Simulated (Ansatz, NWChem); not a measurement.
# A small benchmark: dipole moment

10 molecules with halogens; the dipole moment in D, computed less measured. Shapes, held fixed at every level: PBE0-D4/def2-TZVP. No vibrational averaging. Dipoles are compared by magnitude; molecules under 1 D, whose direction can flip, are left out. Programs: Ansatz 0.2.0, NWChem 7.3.0. Measured values: NIST CCCBDB.

Levels: A = r2SCAN-D4/def2-TZVPP; B = PBE0/def2-SVP; C = B3LYP-D4/def2-TZVPP; D = wB97M-V/def2-TZVPP.

```json
{"molecule": "HCl (hydrogen chloride)", "measured": "1.08", "A": "+0.14", "B": "+0.29", "C": "+0.11", "D": "+0.11"}
{"molecule": "CHFO (formyl fluoride)", "measured": "2.02", "A": "+0.02", "B": "-0.01", "C": "+0.07", "D": "+0.09"}
{"molecule": "CH3Cl (chloromethane)", "measured": "1.87", "A": "+0.05", "B": "+0.01", "C": "+0.01", "D": "+0.01"}
{"molecule": "CH3F (fluoromethane)", "measured": "1.85", "A": "-0.12", "B": "-0.04", "C": "-0.05", "D": "-0.07"}
{"molecule": "CHCl2F (dichlorofluoromethane)", "measured": "1.29", "A": "-0.06", "B": "+0.04", "C": "-0.04", "D": "-0.04"}
{"molecule": "SiH2Cl2 (dichlorosilane (DCS))", "measured": "1.13", "A": "-0.02", "B": "+0.14", "C": "+0.01", "D": "0.00"}
{"molecule": "SiH3Cl (SMILES [SiH3]Cl)", "measured": "1.31", "A": "-0.09", "B": "+0.06", "C": "-0.06", "D": "-0.07"}
{"molecule": "SO2F2 (sulfuryl fluoride)", "measured": "1.12", "A": "+0.02", "B": "-0.08", "C": "+0.01", "D": "+0.04"}
{"molecule": "C2H2F2 (vinylidene fluoride)", "measured": "1.38", "A": "-0.34", "B": "-0.31", "C": "-0.21", "D": "-0.24"}
{"molecule": "C2H3F3 (SMILES CC(F)(F)F)", "measured": "2.32", "A": "-0.09", "B": "-0.11", "C": "-0.03", "D": "-0.04"}
```

Task: Sum up the errors.

Result: 
| level | kind | mean error | mean absolute error | worst case |
| --- | --- | --- | --- | --- |
| r2SCAN-D4/def2-TZVPP | meta-GGA | -0.049 | 0.095 | C2H2F2 |
| PBE0/def2-SVP | global hybrid | -0.001 | 0.109 | C2H2F2 |
| B3LYP-D4/def2-TZVPP | global hybrid | -0.018 | 0.060 | C2H2F2 |
| wB97M-V/def2-TZVPP | range-separated hybrid | -0.021 | 0.071 | C2H2F2 |

On this set B3LYP-D4/def2-TZVPP has the smallest mean absolute error and PBE0/def2-SVP the largest. No level errs clearly to one side. All levels miss C2H2F2 on one side, which points to its shape or to the tabulated value. The tabulated value of HCl is in doubt (older tables, estimates, or at odds with other calculations) and kept here. Over the 9 molecules whose values aren't doubted the mean absolute errors are A 0.090; B 0.089; C 0.054; D 0.067. The smallest two are near a tie. The largest two are near a tie. The set is small.

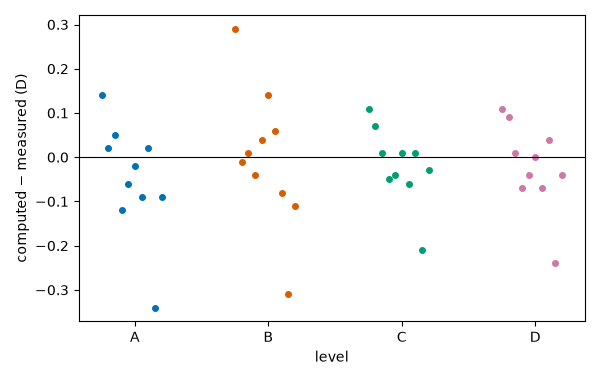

Errors of each level, one point a molecule.
